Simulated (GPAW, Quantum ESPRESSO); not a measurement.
# YS (Fm-3m): the S K absorption edge, part 2 of 4

Aim: the S K edge of YS (Fm-3m) by two routes, a Lanczos recursion (XSpectra) and a sum over empty bands (GPAW), to see which features are robust.

Quantum ESPRESSO 7.5 and GPAW 26.7.0; core-hole supercells, plane-wave PAW LDA.

So far. Step 2 (The field without a hole (Quantum ESPRESSO)): The mesh shows no gap, so the system is treated as a metal and the core electron is put at the Fermi level (neutral cell). Step 3 (Spectrum without a core hole, S atom 2 (Quantum …): Main maxima below 24 eV (height): 3.2 eV (1.37), 5.9 eV (1.37), 7.2 eV (2.09), 12.0 eV (1.10), 16.2 eV (0.99) and 22.3 eV (1.03).

**6. The atom with a core hole (Quantum ESPRESSO)**

Level of this step: all-electron atom with a core hole and its PAW potential, LDA, scalar-relativistic (Quantum ESPRESSO).

The frozen core must hold the hole, so the absorber gets a data set of its own.

S.lda-nl-kjpaw-1sch.ld1.in

```
&input
   title='S', zed=16., rel=1, iswitch=3, dft='PZ',
   config='1s1 2s2 2p6 3s2 3p5 3d-1'
/
&inputp
   file_pseudopw='S.lda-nl-kjpaw-1sch.UPF', author='',
   lpaw=.true.,
   pseudotype=3,
   lloc=2,
   which_augfun='PSQ',
   rmatch_augfun_nc=.true.,
   nlcc=.true.,
   new_core_ps=.true.,
   rcore=1.5,
   tm=.true.,
   zval=7,
   lgipaw_reconstruction=.true., use_paw_as_gipaw=.true.
/
5
3S  1  0  2.00  0.00  1.50  1.70  0.0
3S  1  0  0.00  6.00  1.50  1.70  0.0
3P  2  1  5.00  0.00  1.50  1.70  0.0
3P  2  1  0.00  3.00  1.50  1.70  0.0
3D  3  2  0.00  1.50  1.60  1.60  0.0
```

Run with:

```
ld1.x < S.lda-nl-kjpaw-1sch.ld1.in > S.lda-nl-kjpaw-1sch.ld1.out
```

Log:

```text
     [... banner and references ...]
PAW data will be used for GIPAW calculation
     --------------------------- All-electron run ----------------------------

     S
     scalar relativistic calculation

     atomic number is 16.00
     dft =PZ   lsd =0 sic =0 latt =0  beta=0.20 tr2=1.0E-14
     Exchange-correlation= PZ
                           (   1   1   0   0   0   0   0)
     mesh =1151 r(mesh) =  99.72449 a.u. xmin = -7.00 dx = 0.01250
     1 Ry =  13.60569312 eV, c = 137.03599908

     n l     nl                  e(Ry)          e(Ha)          e(eV)
     1 0     1S 1( 1.00)      -188.2481       -94.1240     -2561.2453
     2 0     2S 1( 2.00)       -17.7543        -8.8771      -241.5591
     2 1     2P 1( 6.00)       -14.1126        -7.0563      -192.0117
[...]
final scf error:  5.9E-15 reached in  31 iterations

     Etot =    -614.015646 Ry,    -307.007823 Ha,   -8354.108453 eV

     Ekin =     615.127413 Ry,     307.563707 Ha,    8369.234816 eV
     Encl =   -1500.848416 Ry,    -750.424208 Ha,  -20420.082973 eV
     Eh   =     312.508739 Ry,     156.254369 Ha,    4251.897998 eV
     Exc  =     -40.803382 Ry,     -20.401691 Ha,    -555.158293 eV

     normalization and overlap integrals

     s(1S/1S) =  1.000000  <r> =   0.0954  <r2> =    0.0122  r(max) =   0.0625
     s(1S/2S) = -0.001135
     s(1S/3S) = -0.000363
     s(2S/2S) =  1.000000  <r> =   0.4577  <r2> =    0.2488  r(max) =   0.3734
     s(2S/3S) = -0.000195
     s(2P/2P) =  1.000000  <r> =   0.4094  <r2> =    0.2087  r(max) =   0.3019
     s(2P/3P) = -0.000144
     s(3S/3S) =  1.000000  <r> =   1.5705  <r2> =    2.8774  r(max) =   1.3033
     s(3P/3P) =  1.000000  <r> =   1.8394  <r2> =    4.0846  r(max) =   1.4225

[...]
final scf error:  5.9E-15 reached in  31 iterations

     Etot =    -614.015646 Ry,    -307.007823 Ha,   -8354.108453 eV

     Ekin =     615.127413 Ry,     307.563707 Ha,    8369.234816 eV
     Encl =   -1500.848416 Ry,    -750.424208 Ha,  -20420.082973 eV
     Eh   =     312.508739 Ry,     156.254369 Ha,    4251.897998 eV
     Exc  =     -40.803382 Ry,     -20.401691 Ha,    -555.158293 eV

     normalization and overlap integrals

     s(1S/1S) =  1.000000  <r> =   0.0954  <r2> =    0.0122  r(max) =   0.0625
     s(1S/2S) = -0.001135
     s(1S/3S) = -0.000363
     s(2S/2S) =  1.000000  <r> =   0.4577  <r2> =    0.2488  r(max) =   0.3734
     s(2S/3S) = -0.000195
     s(2P/2P) =  1.000000  <r> =   0.4094  <r2> =    0.2087  r(max) =   0.3019
     s(2P/3P) = -0.000144
     s(3S/3S) =  1.000000  <r> =   1.5705  <r2> =    2.8774  r(max) =   1.3033
     s(3P/3P) =  1.000000  <r> =   1.8394  <r2> =    4.0846  r(max) =   1.4225

     ------------------------ End of All-electron run ------------------------

     ---------------------- Testing the pseudopotential ----------------------

     S
     scalar relativistic calculation

     atomic number is 16.00   valence charge is  7.00
     dft = SLA  PZ   NOGX NOGC   lsd =0 sic =0 latt =0  beta=0.20 tr2=1.0E-14
     mesh =1151 r(mesh) =  99.72449 xmin = -7.00 dx = 0.01250

     n l     nl             e AE (Ry)        e PS (Ry)    De AE-PS (Ry)
     1 0     3S   1( 2.00)       -1.45077       -1.45078        0.00000
     2 1     3P   1( 5.00)       -0.64806       -0.64807        0.00000

     eps = 1.5E-17  iter =  4

     Etot =    -614.015646 Ry,    -307.007823 Ha,   -8354.108453 eV
     Etotps =   -63.747696 Ry,     -31.873848 Ha,    -867.331583 eV

     Ekin =      38.094790 Ry,      19.047395 Ha,     518.306018 eV
     Encl =     -86.334792 Ry,     -43.167396 Ha,   -1174.644681 eV
     Ehrt =      25.295685 Ry,      12.647842 Ha,     344.165322 eV
     Ecxc =     -40.803378 Ry,     -20.401689 Ha,    -555.158243 eV
     (Ecc =      -0.176558 Ry,      -0.088279 Ha,      -2.402190 eV)

     ---------------------- End of pseudopotential test ----------------------
```

Elapsed: 0.65 s, on 1 MPI rank of Arm Neoverse V2, shared host; peak memory 0.12 GiB.

Removing the core electron and adding it to the valence shell costs the free atom 2471.4 eV.

**7. Supercell with XCH, S atom 2 (Quantum ESPRESSO)**

The holes are 5.5 Å apart. The excited electron is kept in the cell, where it fills the lowest empty states and screens the hole.

scf.in

```
&control
   calculation='scf', prefix='x', pseudo_dir='../pp', outdir='tmp', tprnfor=.true.
/
&system
   ibrav=0, nat=8, ntyp=3, nbnd=43
   ecutwfc=44, ecutrho=290
   occupations='smearing', smearing='mv', degauss=0.015
/
&electrons
   conv_thr=8.0e-08, electron_maxstep=120
   mixing_beta=0.5
/
ATOMIC_SPECIES
Y 1.0 Y.lda-spn-kjpaw.UPF
S0 1.0 S.lda-nl-kjpaw-1sch.UPF
S 1.0 S.lda-nl-kjpaw.UPF
CELL_PARAMETERS angstrom
  0.00000000 0.00000000 5.48730000
  5.48730000 0.00000000 0.00000000
  0.00000000 5.48730000 0.00000000
ATOMIC_POSITIONS crystal
Y    0.50000000 0.50000000 0.50000000
Y    0.50000000 0.00000000 0.00000000
Y    0.00000000 0.00000000 0.50000000
Y    0.00000000 0.50000000 0.00000000
S0   0.00000000 0.00000000 0.00000000
S    0.00000000 0.50000000 0.50000000
S    0.50000000 0.50000000 0.00000000
S    0.50000000 0.00000000 0.50000000
K_POINTS automatic
5 5 5 0 0 0
```

Run with:

```
OMP_NUM_THREADS=1 mpirun --oversubscribe --bind-to none -np 4 pw.x -nk 4 -in scf.in > scf.out
```

Log:

```text
     [... banner and references ...]
[banner, memory and clock lines left out]
using ibrav=0 with symmetry is DISCOURAGED, use correct ibrav instead

     G-vector sticks info

     bravais-lattice index     =            0
     lattice parameter (alat)  =      10.3695  a.u.
     unit-cell volume          =    1114.9945 (a.u.)^3
     number of atoms/cell      =            8
     number of atomic types    =            3
     number of electrons       =        69.00
     number of Kohn-Sham states=           43
     kinetic-energy cutoff     =      44.0000  Ry
     charge density cutoff     =     290.0000  Ry
     scf convergence threshold =      8.0E-08
     mixing beta               =       0.5000
     number of iterations used =            8  plain     mixing
     Exchange-correlation= SLA  PZ   NOGX NOGC
                           (   1   1   0   0   0   0   0)

     celldm(1)=  10.369494  celldm(2)=   0.000000  celldm(3)=   0.000000
     celldm(4)=   0.000000  celldm(5)=   0.000000  celldm(6)=   0.000000

     crystal axes: (cart. coord. in units of alat)
               a(1) = (   0.000000   0.000000   1.000000 )
               a(2) = (   1.000000   0.000000   0.000000 )
               a(3) = (   0.000000   1.000000   0.000000 )

     reciprocal axes: (cart. coord. in units 2 pi/alat)
               b(1) = (  0.000000  0.000000  1.000000 )
               b(2) = (  1.000000  0.000000  0.000000 )
               b(3) = (  0.000000  1.000000  0.000000 )

     ../pp/Y.lda-spn-kjpaw.UPF
     Pseudo is Projector augmented-wave + core cor, Zval = 11.0
     Shape of augmentation charge: PSQ
     Using radial grid of 1223 points,  6 beta functions with:
[...]
iteration #  9     ecut=    44.00 Ry     beta= 0.50
     Davidson diagonalization with overlap
     ethr =  7.59E-10,  avg # of iterations =  4.1

     End of self-consistent calculation

          k = 0.0000 0.0000 0.0000 (  5449 PWs)   bands (ev):

   -30.8217 -30.7898 -30.7898 -30.6005 -11.1514 -11.1514 -11.1514 -10.9105
   -10.9105 -10.9105 -10.8985 -10.8985 -10.8985 -10.6961 -10.6961 -10.6961
    -5.9603  -2.3478  -1.8809  -1.8809   5.0060   5.0060   5.0060   7.5004
     7.5004   7.5004   8.4392   8.4392   8.4392   8.9575   8.9575   8.9575
    10.0031  10.0031  10.0031  12.1704  12.1704  12.1704  12.9619  12.9619
    13.0157  14.2061  14.2062

     [... bands of 9 further k-points ...]

     the Fermi energy is    12.5274 ev

!    total energy              =   -1356.13515385 Ry
     total all-electron energy =    -30055.949974 Ry
     estimated scf accuracy    <       0.00000005 Ry
     smearing contrib. (-TS)   =      -0.00178386 Ry
     internal energy E=F+TS    =   -1356.13336999 Ry

     The total energy is F=E-TS. E is the sum of the following terms:
     one-electron contribution =     -36.64688574 Ry
     hartree contribution      =      54.38540676 Ry
     xc contribution           =     -93.44407448 Ry
     ewald contribution        =    -341.04866214 Ry
     one-center paw contrib.   =    -939.37915439 Ry

     convergence has been achieved in   9 iterations

     Forces acting on atoms (cartesian axes, Ry/au):

     atom    1 type  1   force =     0.00000000    0.00000000    0.00000000
     atom    2 type  1   force =     0.00000000    0.00000000    0.00000000
     atom    3 type  1   force =     0.00000000    0.00000000    0.00000000
[...]
atom    7 type  3   force =     0.00000000    0.00000000    0.00000000
     atom    8 type  3   force =     0.00000000    0.00000000    0.00000000

     Total force =     0.000000     Total SCF correction =     0.000000

     XML data file, charge density, pseudopotentials, collected wavefunctions
```

The job ended after 15 s (4 MPI ranks; peak memory 0.19 GiB).

Energy with the hole: -408932.032 eV, cores included.

**8. Spectrum with XCH, S atom 2 (Quantum ESPRESSO)**

The Lanczos recursion gives the spectrum without computing empty bands; each polarisation needs a run of its own on the full k mesh. xe0 is set between filled and empty states, and states below it are cut, here at the Fermi level, which holds the excited electron. The file of filecore holds the core orbital, taken from the hole-free data set.

xspectra.in

```
&input_xspectra
   calculation='xanes_dipole', edge='K'
   prefix='x', outdir='tmp', xiabs=2, xe0=12.5274
   xonly_plot=.false., x_save_file='xanes.sav'
   xniter=3000, xcheck_conv=20, xerror=0.005
   xcoordcrys=.false., xepsilon(1)=1, xepsilon(2)=0, xepsilon(3)=0
/
&plot
   xnepoint=413, xemin=-10, xemax=45, terminator=.true., cut_occ_states=.true.
   xgamma=0.4
/
&pseudos
   filecore='../S.wfc'
/
&cut_occ
   cut_desmooth=0.1, cut_stepl=0.05, cut_stepu=0.05, cut_ierror=1e-5
/
6 6 6 0 0 0
```

Run with:

```
OMP_NUM_THREADS=1 mpirun --oversubscribe --bind-to none -np 4 xspectra.x -nk 4 -in xspectra.in > xspectra.out
```

Log:

```text
     [... banner and references ...]
Reading input_file

     calculation: xanes_dipole

     xepsilon  [cartesian coordinates]:   1.000000   0.000000   0.000000

     xonly_plot: FALSE
        => complete calculation: Lanczos + spectrum plot

     filecore (core-wavefunction file): ../S.wfc

     main plot parameters:
        cut_occ_states: TRUE
        gamma_mode:  constant
        -> using xgamma [eV]:  0.40
        xemin [eV]: -10.00
        xemax [eV]:  45.00
        xnepoint:  413
        xe0 [eV]:  12.527400 (energy zero read in input file)

     WARNING: variable ef_r is obsolete

                      Reading SCF save directory: x.save

     tmp/x.save/

     Exchange-correlation= PZ
                           (   1   1   0   0   0   0   0)

     G-vector sticks info

                           Getting the Fermi energy

     From SCF save directory:
        ehomo [eV]:   12.7342 (highest occupied level)
        elumo [eV]:   12.8953 (lowest occupied level)
        ef    [eV]:   12.7342

     -> ef (in eV) will be written in x_save_file

                           Energy zero of the spectrum

     -> ef will NOT be used as energy zero of the spectrum
       (because xe0 read in input file)

     G-vector sticks info

     bravais-lattice index     =            0
     lattice parameter (alat)  =      10.3695  a.u.
     unit-cell volume          =    1114.9945 (a.u.)^3
     number of atoms/cell      =            8
     number of atomic types    =            3
     number of electrons       =        69.00
     number of Kohn-Sham states=           43
     kinetic-energy cutoff     =      44.0000  Ry
     charge density cutoff     =     290.0000  Ry
     Exchange-correlation= PZ
                           (   1   1   0   0   0   0   0)

     celldm(1)=  10.369494  celldm(2)=   0.000000  celldm(3)=   0.000000
     celldm(4)=   0.000000  celldm(5)=   0.000000  celldm(6)=   0.000000

     crystal axes: (cart. coord. in units of alat)
               a(1) = (   0.000000   0.000000   1.000000 )
               a(2) = (   1.000000   0.000000   0.000000 )
               a(3) = (   0.000000   1.000000   0.000000 )

     reciprocal axes: (cart. coord. in units 2 pi/alat)
               b(1) = (  0.000000  0.000000  1.000000 )
               b(2) = (  1.000000  0.000000  0.000000 )
               b(3) = (  0.000000  1.000000  0.000000 )

     ../pp/Y.lda-spn-kjpaw.UPF
     Pseudo is Projector augmented-wave + core cor, Zval = 11.0
     Shape of augmentation charge: PSQ
     Using radial grid of 1223 points,  6 beta functions with:
                l(1) =   0
                l(2) =   0
                l(3) =   1
                l(4) =   1
                l(5) =   2
[...]
Q(r) pseudized with 0 coefficients

     ../pp/S.lda-nl-kjpaw-1sch.UPF
     Pseudo is Projector augmented-wave + core cor, Zval =  7.0
     Shape of augmentation charge: PSQ
     Using radial grid of 1151 points,  4 beta functions with:
[...]
Q(r) pseudized with 0 coefficients

     ../pp/S.lda-nl-kjpaw.UPF
     Pseudo is Projector augmented-wave + core cor, Zval =  6.0
     Shape of augmentation charge: PSQ
     Using radial grid of 1151 points,  4 beta functions with:
[...]
l(2) =   0
                l(3) =   1
                l(4) =   1
     Q(r) pseudized with 0 coefficients

     atomic species   valence    mass     pseudopotential
     Y                11.00     1.00000     Y ( 1.00)
     S0                7.00     1.00000     S ( 1.00)
     S                 6.00     1.00000     S ( 1.00)

     48 Sym. Ops., with inversion, found

   Cartesian axes

     site n.     atom                  positions (alat units)
         1        Y      tau(   1) = (   0.5000000   0.5000000   0.5000000  )
         2        Y      tau(   2) = (   0.0000000   0.0000000   0.5000000  )
         3        Y      tau(   3) = (   0.0000000   0.5000000   0.0000000  )
         4        Y      tau(   4) = (   0.5000000   0.0000000   0.0000000  )
         5        S0     tau(   5) = (   0.0000000   0.0000000   0.0000000  )
         6        S      tau(   6) = (   0.5000000   0.5000000   0.0000000  )
         7        S      tau(   7) = (   0.5000000   0.0000000   0.5000000  )
         8        S      tau(   8) = (   0.0000000   0.5000000   0.5000000  )

     number of k points=   216  Marzari-Vanderbilt smearing, width (Ry)=  0.0150

     Number of k-points >= 100: set verbosity='high' to print them.

     Dense  grid:    92973 G-vectors     FFT dimensions: (  60,  60,  60)

     Smooth grid:    43819 G-vectors     FFT dimensions: (  45,  45,  45)

     The potential is recalculated from file :
     tmp/x.save/charge-density

     Starting wfcs are   68 atomic wfcs
     Checking if some PAW data can be deallocated...

               Reading core wavefunction file for the absorbing atom

     ../S.wfc successfully read

                              Attributing the PAW radii
                     for the absorbing atom [units: Bohr radius]

        PAW proj 1: r_paw(l= 0)= 2.55  (1.5*r_cut)
        PAW proj 2: r_paw(l= 0)= 2.55  (1.5*r_cut)
        PAW proj 3: r_paw(l= 1)= 2.55  (1.5*r_cut)
        PAW proj 4: r_paw(l= 1)= 2.55  (1.5*r_cut)

        NB: The calculation will not necessary use all these r_paw values.
            - For a edge in the electric-dipole approximation,
              only the r_paw(l=1) values are used.
            - For a K edge in the electric-quadrupole approximation,
              only the r_paw(l=2) values are used.

            - For a L2 or L3 edge in the electric-quadrupole approximation,

              all projectors (s, p and d) are used.

                          Starting XANES calculation
                     in the electric dipole approximation

     Method of calculation based on the Lanczos recursion algorithm
        - STEP 1: Construction of a kpoint-dependent Lanczos basis,
          in which the Hamiltonian is tridiagonal (each 'iter'
          corresponds to the calculation of one more Lanczos vector)
        - STEP 2: Calculation of the cross-section as a continued fraction
          averaged over the k-points.

     ... Begin STEP 1 ...

        Radial transition matrix element(s) used in the calculation of the
        initial vector of the Lanczos basis (|tilde{phi}_abs> normalized)
        | For PAW proj. (l=1) #1: radial matrix element =   0.020214495
        | For PAW proj. (l=1) #2: radial matrix element =   0.028470800

NB: the    54 k-point are not all listed below because npool=  4
        |-------------------------------------------------------------
        ! k-point #     1:  ( 0.0000,  0.0000,  0.0000),  0.0093,   1
        |-------------------------------------------------------------
 okvan= T
        |   Norm of the initial Lanczos vector: 0.19022282E-01
        |   Estimated error at iter     20:   1.00596409
        |   Estimated error at iter     40:   0.46352640
        |   Estimated error at iter     60:   0.30339362
        |   Estimated error at iter     80:   0.07842220
        |   Estimated error at iter    100:   0.02410789
[...]
!   => CONVERGED at iter    140 with error=  0.00006050
        |-------------------------------------------------------------
        ! k-point #     2:  ( 0.0000,  0.1667,  0.0000),  0.0093,   1
        |-------------------------------------------------------------
 okvan= T
        |   Norm of the initial Lanczos vector: 0.19025070E-01
[...]
!   => CONVERGED at iter    280 with error=  0.00180578
        |-------------------------------------------------------------
     [... 51 further k-points ...]
        ! k-point #    54:  ( 0.3333,  0.8333,  0.1667),  0.0093,   1
        |-------------------------------------------------------------
 okvan= T
        |   Norm of the initial Lanczos vector: 0.19025166E-01
[...]
|   Estimated error at iter    340:   0.01329996
        |   Estimated error at iter    360:   0.01120811
        |   Estimated error at iter    380:   0.01101459
        !   => CONVERGED at iter    400 with error=  0.00464111

     Results of STEP 1 successfully written in x_save_file
     x_save_file name:
     ->  xanes.sav
     x_save_file version:  2

     ... End STEP 1 ...

     ... Begin STEP 2 ...

     The spectrum is calculated using the following parameters:
        xe0 [eV]:   12.5274
        the occupied states are elimintate from the spectrum
        xemin [eV]: -10.00
        xemax [eV]:  45.00
        xnepoint:  413
        constant broadening parameter [eV]:    0.400
        Core level energy [eV]:  -2472.
         (from electron binding energy of neutral atoms in X-ray data booklet)

     Cross-section successfully written in xanes.dat

     ... End STEP 2 ...

                                END JOB XSpectra
```

It took 75 s on 4 MPI ranks; peak memory 0.14 GiB; 5 min of CPU time.

The S K spectrum, S atom 2, excited-electron core hole (neutral cell) (energy from the energy zero of the input (xe0, at the border of filled and empty states); intensity scaled to a mean of 1 over the first 20 eV; the points at xe0, where the cut of filled states can leave a spike, are interpolated):

| E (eV) | intensity |
| --- | --- |
| -2.0 | 0.07 |
| -0.5 | 0.19 |
| 1.0 | 0.81 |
| 2.5 | 1.47 |
| 4.0 | 1.00 |
| 5.5 | 1.34 |
| 7.0 | 1.41 |
| 8.5 | 1.17 |
| 10.0 | 0.52 |
| 11.5 | 0.94 |
| 13.0 | 0.90 |
| 14.5 | 0.64 |
| 16.0 | 0.88 |
| 17.5 | 0.89 |
| 19.0 | 0.74 |
| 20.5 | 1.02 |
| 22.0 | 1.04 |
| 23.5 | 0.95 |
| 25.0 | 1.49 |
| 26.5 | 1.53 |
| 28.0 | 0.98 |
| 29.5 | 0.57 |
| 31.0 | 0.74 |

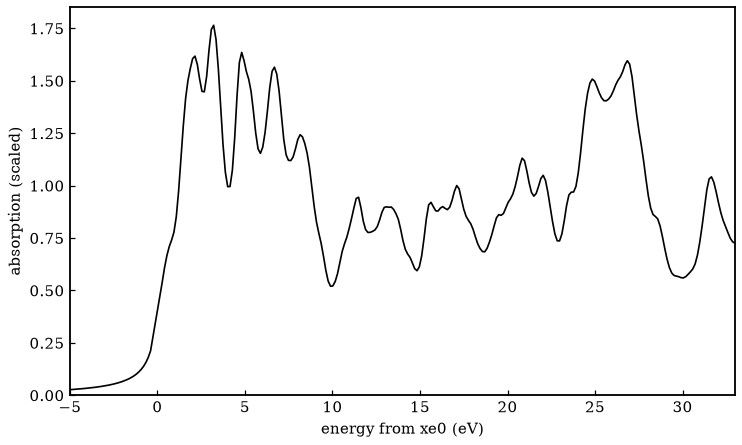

The S K edge, S atom 2, excited-electron core hole (neutral cell): main maxima at 2.1, 3.2 and 4.8 eV.

Main maxima below 24 eV (height): 2.1 eV (1.62), 3.2 eV (1.77), 4.8 eV (1.64), 6.7 eV (1.57), 8.2 eV (1.24) and 20.8 eV (1.13). 

The total-energy difference is 2475.51 eV. One term is added: -16.82 eV, since the hole is spin-paired here and a spin-polarised one costs that much less in the free atom (computed apart). The photon energy is then 2458.69 eV. The functional leaves an error in such absolute values: in the free atom LDA prices this hole 9.1 eV below PBE (computed apart), and PBE is itself good to a few eV.

(Continued in part 3 of 4.)

[Banner, clock and machine lines of the logs are left out without a mark of their own.]

[Logs are printed without paths, hosts, clocks, repeated set-up lines and the standing remarks that a program may print on its own settings, such as how far it seeks lower states.]

[Hosts, paths, dates, database ids (printed as entryN), source tags and the programs' standing remarks are cut or masked in the printed files.]

[Lists of maxima count a maximum above −3 eV only where it reaches 4 % of the highest in the window and stands out from its surroundings by 2 % of it (1.5 % where it reaches 55 %); shoulders and weaker maxima are passed over, and of the rest the first, up to two pre-edge ones and the few strongest are named.]
